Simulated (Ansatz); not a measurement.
**CH$_{4}$AlClO$_{2}$: density, localisation and related maps**

```yaml
atoms:
  - { symbol: O, position_ang: [1.9197, 0.0055, -0.1494] }
  - { symbol: C, position_ang: [0.7089, -0.6879, -0.4377] }
  - { symbol: Al, position_ang: [-0.9453, 0.3563, 0.0707] }
  - { symbol: O, position_ang: [-1.9769, -0.2922, 1.3601] }
  - { symbol: Cl, position_ang: [-1.3242, 2.2979, -0.8863] }
  - { symbol: H, position_ang: [1.9410, 0.7576, -0.8715] }
  - { symbol: H, position_ang: [0.7558, -1.6197, 0.1610] }
  - { symbol: H, position_ang: [0.7007, -0.9336, -1.5228] }
  - { symbol: H, position_ang: [-1.6913, 0.0698, 2.2587] }
```

Method: SCF lc_wpbe, Gaussian basis (Ansatz).

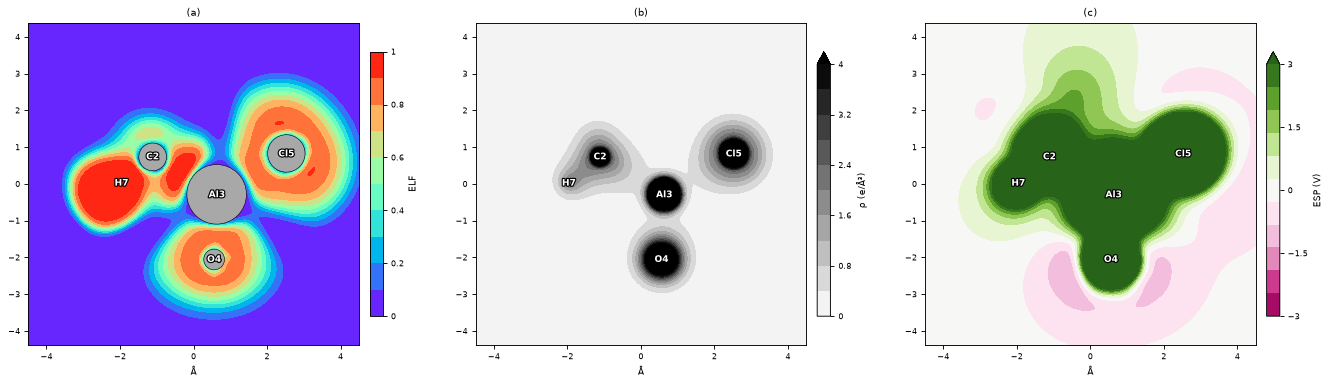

Figure 1. (a) ELF; (b) electron density; (c) electrostatic potential on the plane of atoms O4, Al3 and Cl5. Grey discs cover the atomic cores in the ELF map.

> What do the fields say about this system?

The section cuts through C, Al, O, Cl and H sites.
Al–O (1.77 Å): the density is about 0.8 e/Å³ at the midpoint; the ELF peaks at about 0.85 in the valence shell of O, 0.6 Å from its nucleus, and is about 0.55 at the midpoint.
C–Al (2.02 Å): ρ at the midpoint is about 0.69 e/Å³; the ELF peaks at about 1 between the atoms: a polar covalent bond.
Al–Cl (2.20 Å): ρ at the midpoint is about 0.63 e/Å³; the ELF peaks at about 0.85 in the valence shell of Cl, 1.0 Å from its nucleus, and is about 0.85 at the midpoint.
C–H (1.11 Å): ρ at the midpoint is about 2 e/Å³; the ELF climbs to about 1 towards the hydrogen, as it does in any bond to H (a covalent bond by its length).
The ELF also peaks beside O4 and Cl5, away from the bonds: lone-pair regions.
Outside the dense part of the molecule the potential is most negative (−1.3 V) near O4.

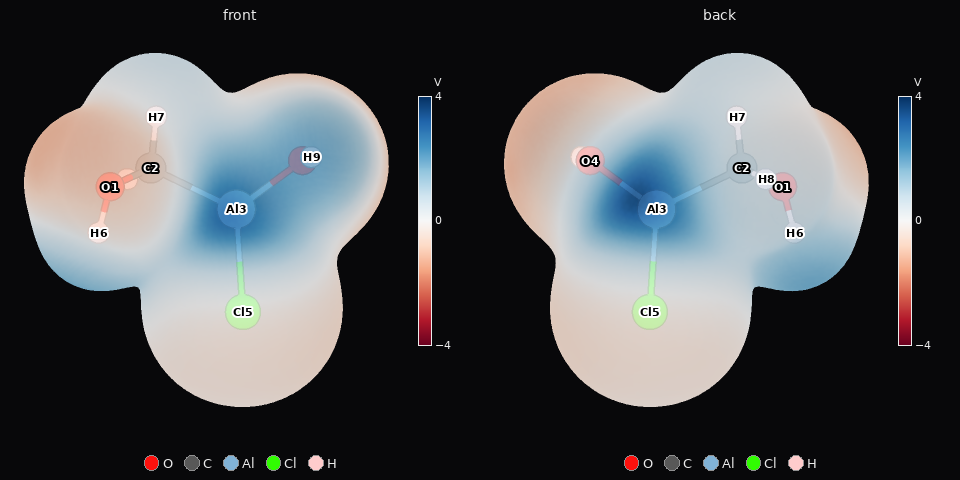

Figure 2. The molecular electrostatic potential painted on the density surface at 0.001 e/bohr³, seen from the front and from behind; the colour scale runs from red (negative) to blue (positive).

> Where is the surface potential most negative and most positive?

The most negative region (about −1.2 V) lies over O1 and O4, the most positive (about +3.4 V) over Al3.

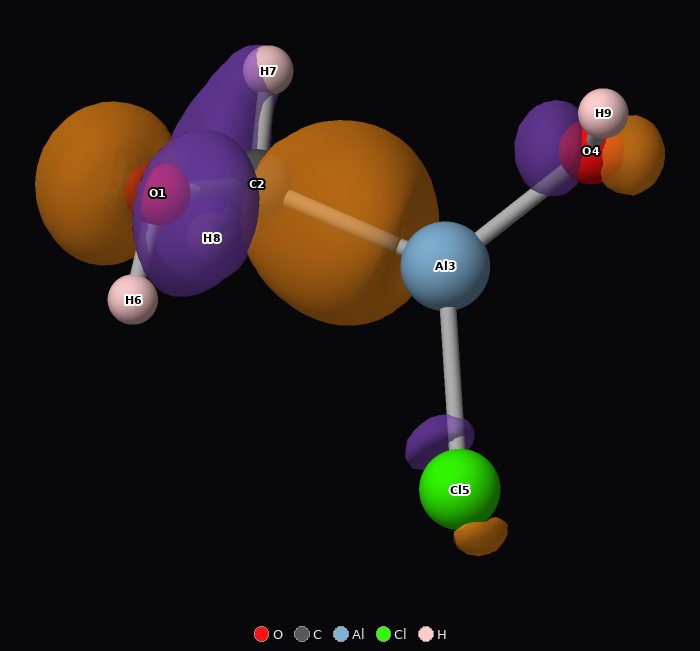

Figure 3. The HOMO at ±0.15 Å⁻³ᐟ² (orange and purple are the two phases), seen at a tilt.

> Describe this orbital and give its energy.

By Hirshfeld shares it lies mainly on O1 (about 40 %), C2 (about 25 %) and Al3 (about 15 %); π-antibonding (π*) across O1–C2. Its energy is −9.86 eV.
